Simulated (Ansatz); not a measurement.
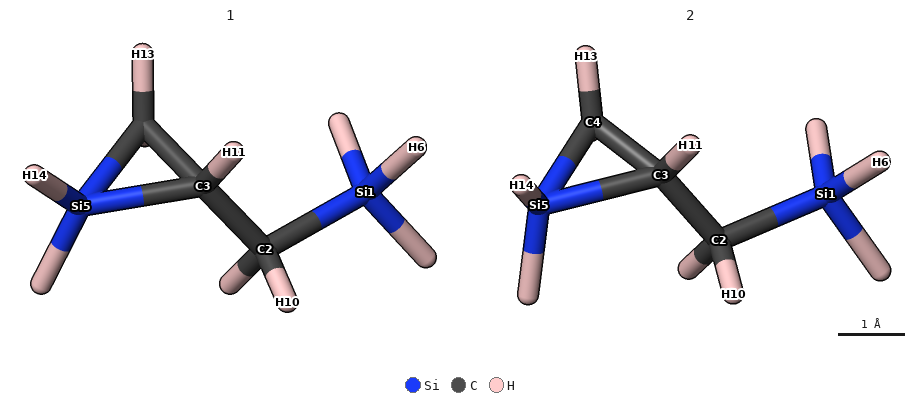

Two geometries of C3H10Si2 (coarse preliminary run), drawn at one scale. One is the start of a relaxation, the other its converged end. Style: stick. Shown at a tilt.

All numbers below come from RKS PBE-D4/def2-SVP (Ansatz). Set-up: force threshold 0.03 eV/Å; at most 200 steps.

Question: Which geometry has the lower energy?

Answer: Structure 1 is the relaxed one. The start comes from a force field. The energy falls by 73.3 kJ/mol in 6 accepted moves (7 points after the start). Largest force component: 3.6 eV/Å at the start, 0.025 eV/Å at the end. The line search rejected the trial step at point 3 of the run. The largest moves after the best rigid fit, 0.45 Å, are those of H atoms. By element the largest moves are H 0.45 Å, C 0.23 Å, Si 0.09 Å. Among the contacts that change: C–Si 1.784 → 1.879 Å, C–H 1.023 → 1.103 Å, H–Si 1.436 → 1.507 Å, C–C 1.476 → 1.546 Å. Among the angles between lasting bonds that change: C–Si–H 105.7° → 120.1°, C–Si–H 106.3° → 118.3°, C–C–C 125.8° → 118.9°. The run took of the order of 50 core-seconds on a shared host.
